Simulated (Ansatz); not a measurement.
**CH6NPSi (SMILES C1NP[SiH2]1): SVWN5/def2-SVP**

What is the vertical singlet–triplet gap of CH6NPSi at SVWN5/def2-SVP? 

The results are computed with Ansatz 0.2.0.

102 further runs of the same task are left out: 102 set aside as unsound or not needed. Runs told in other sessions of the task aren't counted.

## 1. The structure to begin with

CH6NPSi: 10 atoms, total charge 0, spin state singlet. SMILES: `C1NP[SiH2]1`. Geometry: relaxed at PBE0-D4/def2-TZVP.

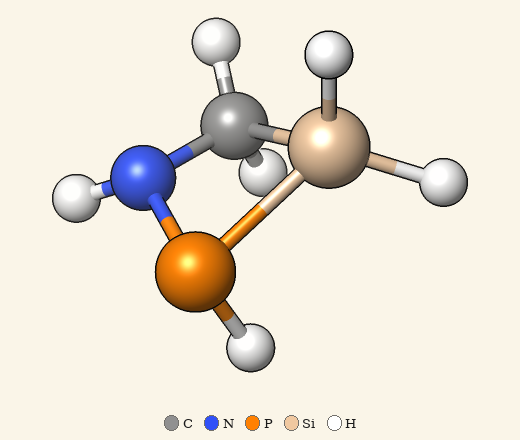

The structure, seen from a chosen angle (carbon grey, nitrogen blue, phosphorus orange, silicon light orange, hydrogen white).

## 2. A single-point energy at SVWN5/def2-SVP

Contents of in.yaml:

```yaml
crystal:
  periodic: [false, false, false]
  atoms:
    - symbol: C
      position_ang: [-0.518900, 0.753700, -0.280300]
    - symbol: N
      position_ang: [0.388700, 0.867200, 0.865200]
    - symbol: P
      position_ang: [0.973900, -0.716000, 1.275900]
    - symbol: Si
      position_ang: [0.382300, -0.797300, -0.907400]
    - symbol: H
      position_ang: [-0.525900, 1.647300, -0.910700]
    - symbol: H
      position_ang: [-1.554200, 0.512400, 0.003600]
    - symbol: H
      position_ang: [0.126500, 1.500500, 1.609100]
    - symbol: H
      position_ang: [-0.253100, -1.393600, 1.631500]
    - symbol: H
      position_ang: [1.493100, -0.499900, -1.848100]
    - symbol: H
      position_ang: [-0.429200, -1.925500, -1.435800]
basis:
  gaussian: {orbitals: def2-SVP}
accuracy: high
hamiltonian: {xc: {name: SVWN5}}
output: {orbitals: {seedname: orbitals}}
```

Command:

```
$ ansatz run in.yaml --threads 1 --pin off --max-ram 3480MiB --events-out events.jsonl --progress --plain --runs-dir runs
```

The program printed:

```text
Warning: RAYON_NUM_THREADS=1 ignored (pool sized by the plan → 1); use --threads N
Functional definition: SVWN5
  name "SVWN5"
  exchange = slater_x
  correlation = vwn5_c
2170 factors; integrals over basis functions are off by at most 3.6e-9 eV
mean field evaluation 1: about -19685.3251 eV, gradient 6.2e1 eV
mean field evaluation 2: about -19620.6174 eV, gradient 1.5e2 eV
mean field evaluation 4: about -19694.0667 eV, gradient 1.5e1 eV
mean field evaluation 8: about -19694.5616 eV, gradient 2.2e-1 eV
mean field evaluation 16: about -19694.5618 eV, gradient 2.8e-5 eV
mean field -19694.56177823 eV, -723.7617958965 hartree, gradient 6.3e-8 eV, S^2 0.000000; 0 other end points of the search recorded, 0 dependent functions left out
reference -19694.56178151 eV, -723.7617960172 hartree; 24, 24 occupied and 70, 70 virtual orbitals, 2170 factors
Total energy: -19694.56178151 eV, -723.7617960172 hartree
```

Run time: 5.1 s. Hardware: 1 thread of Arm Neoverse V2, shared host; peak memory 0.25 GiB.

## 3. The triplet

Contents of input.yaml:

```yaml
crystal:
  periodic: [false, false, false]
  atoms:
    - {symbol: C, position_ang: [-0.518900, 0.753700, -0.280300]}
    - {symbol: N, position_ang: [0.388700, 0.867200, 0.865200]}
    - {symbol: P, position_ang: [0.973900, -0.716000, 1.275900]}
    - {symbol: Si, position_ang: [0.382300, -0.797300, -0.907400]}
    - {symbol: H, position_ang: [-0.525900, 1.647300, -0.910700]}
    - {symbol: H, position_ang: [-1.554200, 0.512400, 0.003600]}
    - {symbol: H, position_ang: [0.126500, 1.500500, 1.609100]}
    - {symbol: H, position_ang: [-0.253100, -1.393600, 1.631500]}
    - {symbol: H, position_ang: [1.493100, -0.499900, -1.848100]}
    - {symbol: H, position_ang: [-0.429200, -1.925500, -1.435800]}
basis:
  gaussian: {orbitals: def2-SVP}
magnetization: {spin_polarized: true, initial_magnetization: 2}
hamiltonian: {xc: {name: SVWN5}}
accuracy: high
output: {orbitals: {seedname: orbitals}}
```

Command:

```
$ ansatz run input.yaml --threads 1 --pin off --max-ram 3480MiB --events-out events.jsonl --progress --plain --runs-dir runs
```

The program printed:

```text
Warning: RAYON_NUM_THREADS=1 ignored (pool sized by the plan → 1); use --threads N
[... 4 set-up lines as earlier in the session ...]
2170 factors; integrals over basis functions are off by at most 3.6e-9 eV
mean field evaluation 1: about -19678.2259 eV, gradient 5.0e1 eV
mean field evaluation 2: about -19593.6048 eV, gradient 1.2e2 eV
mean field evaluation 4: about -19684.9931 eV, gradient 3.1e1 eV
mean field evaluation 8: about -19690.3161 eV, gradient 4.3e-1 eV
mean field evaluation 16: about -19690.3112 eV, gradient 1.4e-3 eV
mean field evaluation 32: about -19688.5299 eV, gradient 5.0e0 eV
mean field -19690.31116751 eV, -723.6055888336 hartree, gradient 2.1e-8 eV, S^2 2.002418; 6 other end points of the search recorded, 0 dependent functions left out
reference -19690.31117084 eV, -723.6055889561 hartree; 25, 23 occupied and 69, 71 virtual orbitals, 2170 factors
Total energy: -19690.31117084 eV, -723.6055889561 hartree
```

It took 9.6 s on 1 thread of Arm Neoverse V2, shared host; peak memory 0.32 GiB.

## 4. Outcome

At SVWN5/def2-SVP:

| quantity | value |
| --- | --- |
| singlet: total energy | -723.76180 Eh |
| singlet: HOMO energy | -5.25 eV |
| singlet: LUMO energy | -1.05 eV |
| singlet: HOMO–LUMO gap | 4.21 eV |
| triplet: total energy | -723.60559 Eh |
| triplet: HOMO energy (highest over α and β) | -1.44 eV |
| triplet: ⟨S²⟩ | 2.002 |
| vertical energy of the triplet above the singlet | 4.251 eV |

**Reading.** At this shape the triplet lies 4.25 eV (410 kJ/mol) above the singlet.
